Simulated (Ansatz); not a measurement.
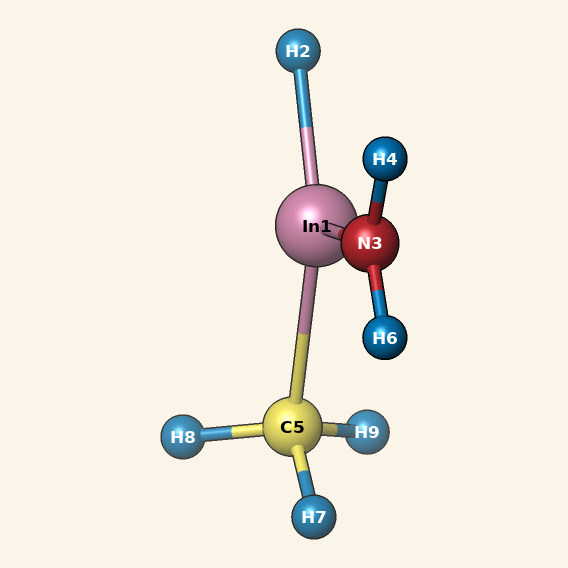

In1 lies behind N3. The molecule seen a little off the N3–In1 bond, N3 in front. Depth is shown by fading: the farther an atom, the more it takes the colour of the background. Computed geometry: PBE0-D4/def2-TZVP optimisation.

Question: What is the torsion angle H4–N3–In1–C5? The sign is positive where the front bond must turn clockwise to cover the back bond.

Answer: 180°, antiperiplanar (anti).
